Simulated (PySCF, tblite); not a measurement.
# C₁₂H₈O: excited states

Aim: compute the excited states of C₁₂H₈O (`c1ccc2c(c1)oc1ccccc12`).

Computed with tblite 0.8.0 and PySCF 2.14.0 and routines of our own; the level stands in each step. Atoms count from 0.

### 1 The starting structure

21 atoms, charge 0, multiplicity 1; geometry from: force field or distance geometry start.

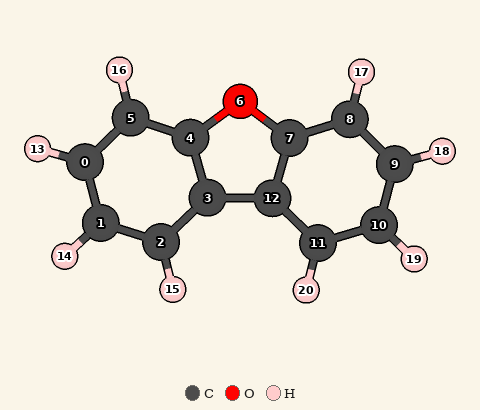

The starting geometry (carbon dark grey, oxygen red, hydrogen pink).

### 2 Optimising the geometry with GFN2-xTB

What the job is given:

```
{"job": {"kind": "relax", "xc": "GFN2-xTB", "basis": "xTB"}, "charge": 0, "multiplicity": 1}
C      3.414700     0.340500     0.144400
C      3.038200    -1.000600     0.090700
C      1.704800    -1.392400     0.040200
C      0.704500    -0.380700     0.010000
C      1.107800     0.940500     0.072000
C      2.433700     1.352700     0.125500
O      0.030500     1.775000     0.035100
C     -1.070800     0.986300    -0.019700
C     -2.386900     1.437200    -0.066500
C     -3.397400     0.464700    -0.125800
C     -3.079400    -0.896600    -0.149100
C     -1.746700    -1.330000    -0.100800
C     -0.724100    -0.361200    -0.029100
H      4.462900     0.613700     0.191600
H      3.813200    -1.761600     0.117100
H      1.422000    -2.438500     0.014600
H      2.703100     2.406700     0.165400
H     -2.620400     2.493800    -0.053400
H     -4.436500     0.777900    -0.160100
H     -3.870400    -1.630100    -0.190300
H     -1.511400    -2.380300    -0.112100
```

The run is started by

```sh
> OMP_NUM_THREADS=1 python excited_run.py task.json out
```

One launch serves the whole session: the jobs run in the order shown.

Standard output:

```text
step      E/eV     max force
  0    -920.95316    2.337
  1    -921.02808    1.032
  2    -921.05346    0.273
  3    -921.05967    0.168
  4    -921.06700    0.180
  5    -921.06917    0.111
  6    -921.07062    0.069
  7    -921.07142    0.064
  8    -921.07233    0.063
  9    -921.07300    0.058
 10    -921.07348    0.052
 11    -921.07384    0.047
 12    -921.07419    0.046
 13    -921.07454    0.040
 14    -921.07487    0.054
 15    -921.07519    0.051
 16    -921.07548    0.039
 17    -921.07571    0.027
 18    -921.07586    0.033
 19    -921.07600    0.035
 20    -921.07616    0.032
 21    -921.07630    0.027
 22    -921.07639    0.019
 23    -921.07643    0.013
 24    -921.07646    0.013
 25    -921.07648    0.008
```

Run time: 0.23 s. Hardware: 1 thread of Arm Neoverse V1, shared host.

Step by step:

```tsv
step	energy from step 0 (eV)	largest force (eV/Å)
0	0.0000	2.3371
1	-0.0749	1.0322
2	-0.1003	0.2725
3	-0.1065	0.1679
4	-0.1138	0.1803
5	-0.1160	0.1112
6	-0.1175	0.0688
7	-0.1183	0.0641
8	-0.1192	0.0633
9	-0.1198	0.0583
10	-0.1203	0.0524
11	-0.1207	0.0468
12	-0.1210	0.0456
13	-0.1214	0.0396
14	-0.1217	0.0542
15	-0.1220	0.0512
16	-0.1223	0.0391
17	-0.1225	0.0274
18	-0.1227	0.0327
19	-0.1228	0.0352
20	-0.1230	0.0322
21	-0.1231	0.0272
22	-0.1232	0.0191
23	-0.1233	0.0131
24	-0.1233	0.0128
25	-0.1233	0.0078
```

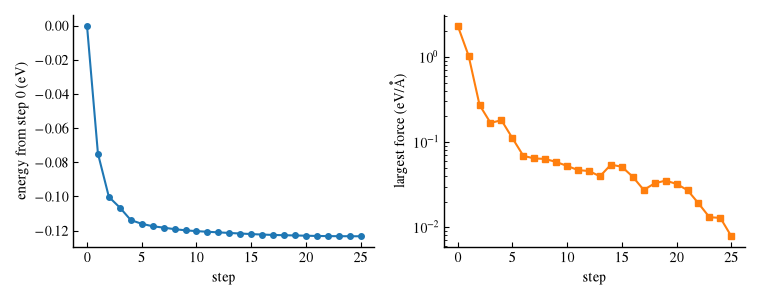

Energy and force, step by step.

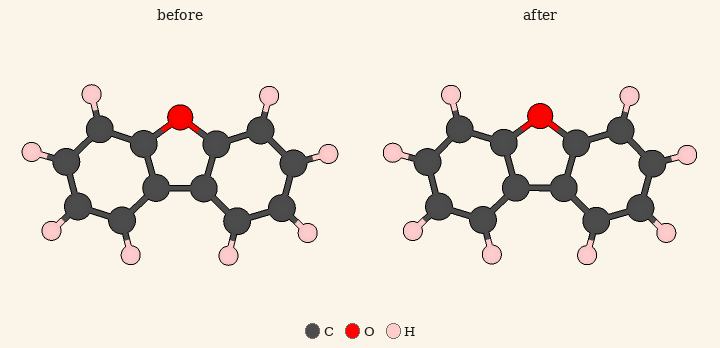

Before and after, at one scale.

Close pairs (by a distance rule), those that changed most:

```tsv
bond	before (Å)	after (Å)	change (Å)
C2–C3	1.423	1.388	-0.035
C3–C4	1.383	1.409	+0.027
C0–C5	1.410	1.384	-0.026
C11–C12	1.410	1.388	-0.022
C10–C11	1.402	1.381	-0.021
C8–C9	1.404	1.384	-0.020
C7–C12	1.391	1.409	+0.018
C5–H16	1.089	1.078	-0.010
```

The end geometry stands in the next job.

### 3 Infrared spectrum with GFN2-xTB

What the job is given:

```
{"job": {"kind": "ir", "xc": "GFN2-xTB", "basis": "xTB"}, "charge": 0, "multiplicity": 1}
C      3.377067     0.331980     0.142843
C      3.004100    -1.009027     0.099656
C      1.675223    -1.380305     0.038154
C      0.712020    -0.380431     0.021250
C      1.104497     0.972404     0.065892
C      2.435048     1.345408     0.126630
O      0.030275     1.808540     0.041042
C     -1.071666     1.011314    -0.020955
C     -2.388626     1.431740    -0.065331
C     -3.364582     0.452759    -0.126148
C     -3.037460    -0.900777    -0.141805
C     -1.722063    -1.319528    -0.097652
C     -0.725456    -0.354731    -0.036429
H      4.425276     0.586677     0.190017
H      3.770963    -1.769392     0.114052
H      1.387054    -2.419731     0.003672
H      2.717391     2.385519     0.159292
H     -2.635525     2.481246    -0.052939
H     -4.403303     0.745421    -0.161874
H     -3.829526    -1.633384    -0.189866
H     -1.469625    -2.368758    -0.109972
```

Standard output:

```text
mode    cm-1     km/mol
  1     102.2      0.46
  2     140.7      0.00
  3     213.3      0.55
  4     273.7      0.00
  5     293.2      0.77
  6     392.1      0.93
  7     423.1      1.12
  8     426.0      0.00
  9     505.6      0.71
 10     529.7      1.78
 11     538.6      0.36
 12     543.0      0.00
 13     589.8      1.12
 14     634.8      0.68
 15     685.4      0.37
 16     716.5      0.00
 17     754.2      0.09
 18     775.2     74.88
 19     783.7      0.00
 20     845.9     23.89
 21     848.2     13.49
 22     871.7      0.00
 23     873.9      0.88
 24     903.6      0.00
 25     904.3      1.26
 26     924.0      0.00
 27     924.6      0.03
 28     994.1     10.20
 29    1061.2      0.03
 30    1064.0      0.29
 31    1113.7     11.92
 32    1142.3      8.73
 33    1171.5      4.23
 34    1177.0     10.17
 35    1202.1      6.58
 36    1218.9     71.87
 37    1248.8     30.68
 38    1255.8     31.14
 39    1295.8      9.95
 40    1347.4      5.26
 41    1361.4      8.86
 42    1409.9     49.06
 43    1426.0     14.38
 44    1462.3     23.55
 45    1487.5      2.39
 46    1576.4      1.52
 47    1597.3      0.21
 48    1600.0     14.89
 49    1618.9      5.27
 50    3080.3      3.64
 51    3080.6      7.02
 52    3088.6     44.61
 53    3089.7      5.55
 54    3096.3     37.19
 55    3098.0     85.97
 56    3107.0     31.94
 57    3107.7     26.98
```

Run time: 1 s. Hardware: 1 thread of Arm Neoverse V1, shared host.

Which atoms move in the most intense modes:

```tsv
cm⁻¹	km/mol	atoms
775	74.9	H14 12 %, H19 12 %, H13 11 %, H18 11 %
1219	71.9	C4 16 %, C7 16 %, O6 11 %
1256	31.1	H13 14 %, H18 14 %
1410	49.1	C4 11 %, C7 11 %
3089	44.6	H18 31 %, H20 22 %, H13 18 %, H15 13 %
3096	37.2	H20 25 %, H15 19 %, H19 17 %, H14 12 %
3098	86.0	H15 33 %, H20 24 %, H14 13 %, H19 10 %
3107	31.9	H16 53 %, H17 27 %
```

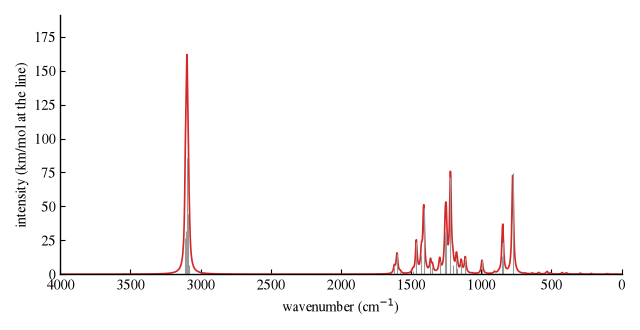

The infrared spectrum from these modes, unscaled. Lines are broadened to a width of 14 cm⁻¹ (Lorentzian).

### 4 Excited states: TDA B3LYP/def2-SVP

The job, as its differences from that of step 3:

```diff
@@ -1,2 +1,2 @@
-{"job": {"kind": "ir", "xc": "GFN2-xTB", "basis": "xTB"}, "charge": 0, "multiplicity": 1}
+{"job": {"kind": "states", "xc": "B3LYP", "basis": "def2-SVP", "tda": true, "soc": true, "nstates": 5, "ntriplets": 6, "nquad": 4}, "charge": 0, "multiplicity": 1}
 C      3.377067     0.331980     0.142843
```

Level: TDA B3LYP/def2-SVP excited states, vertical, gas phase, spin-orbit mean-field couplings.

Standard output:

```text
coarse grid: 19080 points
cycle   1  E = -536.7467979632  dE =  2.664e+00  |g| = 5.882e-01  |ddm| = 6.809e+00
cycle   2  E = -536.7042682990  dE =  4.253e-02  |g| = 7.524e-01  |ddm| = 1.637e+00
cycle   3  E = -536.8248931333  dE = -1.206e-01  |g| = 1.450e-01  |ddm| = 7.777e-01
cycle   4  E = -536.8301262223  dE = -5.233e-03  |g| = 5.168e-02  |ddm| = 2.467e-01
cycle   5  E = -536.8307880764  dE = -6.619e-04  |g| = 2.169e-02  |ddm| = 8.830e-02
cycle   6  E = -536.8308925476  dE = -1.045e-04  |g| = 4.683e-03  |ddm| = 2.692e-02
cycle   7  E = -536.8308968235  dE = -4.276e-06  |g| = 1.840e-03  |ddm| = 6.653e-03
final grid: 188680 points
cycle   8  E = -536.9420806618  dE = -6.071e-05  |g| = 7.095e-03  |ddm| = 8.759e-02
cycle   9  E = -536.9420646028  dE =  1.606e-05  |g| = 1.130e-02  |ddm| = 2.083e-02
cycle  10  E = -536.9420925244  dE = -2.792e-05  |g| = 1.708e-03  |ddm| = 1.245e-02
cycle  11  E = -536.9420932079  dE = -6.835e-07  |g| = 3.097e-04  |ddm| = 2.465e-03
cycle  12  E = -536.9420932244  dE = -1.644e-08  |g| = 1.973e-04  |ddm| = 6.110e-04
cycle  13  E = -536.9420932357  dE = -1.132e-08  |g| = 2.527e-05  |ddm| = 2.611e-04
cycle  14  E = -536.9420932358  dE = -1.396e-10  |g| = 1.001e-05  |ddm| = 3.695e-05
converged SCF energy = -536.9420932358

Singlet excitations
state   eV       nm        f     d(h-e)  d(exc)  Lambda  PR(NTO)  |dmu|/D   mu/D   main configurations
  1   4.6190   268.4   0.02582   0.169   3.785   0.729   1.581    0.133    0.524   H-1->L 0.76, H->L+1 0.20
  2   4.8522   255.5   0.28954   0.360   3.827   0.794   1.399    0.589    0.068   H->L 0.73, H-1->L+1 0.12
  3   5.4633   226.9   0.04681   0.322   3.649   0.752   1.823    0.457    1.115   H-2->L 0.45, H->L+2 0.38
  4   5.7117   217.1   0.07624   0.173   4.256   0.774   2.005    0.292    0.366   H->L+1 0.50, H-1->L+2 0.22, H-1->L 0.12
  5   5.8605   211.6   0.40613   0.060   4.425   0.783   1.899                     H-1->L+1 0.54, H-2->L 0.15, H-1->L+3 0.09

Triplet excitations (Tamm-Dancoff)
state   eV     d(h-e)  d(exc)  Lambda  PR(NTO)   main configurations
  1   3.5049   0.018   3.438   0.803   1.222   H->L 0.88
  2   3.8789   0.309   3.467   0.728   1.144   H-1->L 0.92
  3   4.4008   0.188   2.961   0.784   2.019   H-1->L+1 0.53, H-2->L 0.27, H->L 0.09
  4   4.5014   0.082   2.971   0.819   2.222   H-1->L+2 0.37, H->L+1 0.32, H-2->L+1 0.16
  5   4.7263   0.175   3.110   0.787   1.862   H->L+1 0.57, H-3->L 0.18, H->L+3 0.09
  6   4.7284   0.038   3.213   0.751   2.681   H-2->L 0.39, H->L+2 0.38, H-1->L+1 0.10
S1 - T1 = 1.1140 eV

Spin-orbit couplings |<S|Hso|T>| (cm-1)
             T1       T2       T3       T4       T5       T6
S0        0.002    0.002    0.050    0.003    0.004    0.009
S1        0.028    0.001    0.030    0.001    0.001    0.044
S2        0.000    0.014    0.000    0.040    0.044    0.001
S3        0.001    0.015    0.000    0.011    0.047    0.001
S4        0.054    0.002    0.022    0.001    0.001    0.003
S5        0.001    0.076    0.001    0.035    0.007    0.000
T1 sublevels (cm-1): 0.000 0.000 0.000   radiative rates (1/s): 5.73e-08 1.43e-07 4.51e-05
```

Run time: 91 s. Hardware: 1 thread of Arm Neoverse V1, shared host; peak memory 0.87 GiB.

From this job:

```tsv
quantity	value
S1 less T1	1.11 eV
```

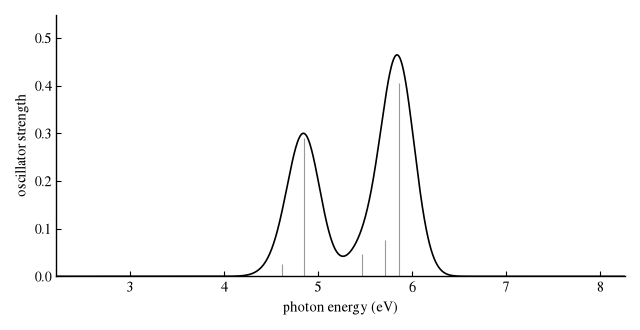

Absorption lines of the singlets. Lines are broadened to a width of 0.40 eV (Gaussian).

### 5 Results

```
                                 quantity                 value
strongest single infrared mode (GFN2-xTB)  3098 cm⁻¹, 86 km/mol
             zero-point energy (GFN2-xTB)        100.1 kcal/mol
  S1 less T1 (step 4, TDA B3LYP/def2-SVP)               1.11 eV
```

**Reading.** All 57 modes are real, so the xTB geometry is a minimum. GFN2-xTB is a fitted tight-binding method: band positions and strengths are rough. Its intensities can rank the bands wrongly. In step 4, the number of triplets below S1 is 4, and the largest singlet-triplet spin-orbit coupling is S5–T2, 0.08 cm⁻¹.
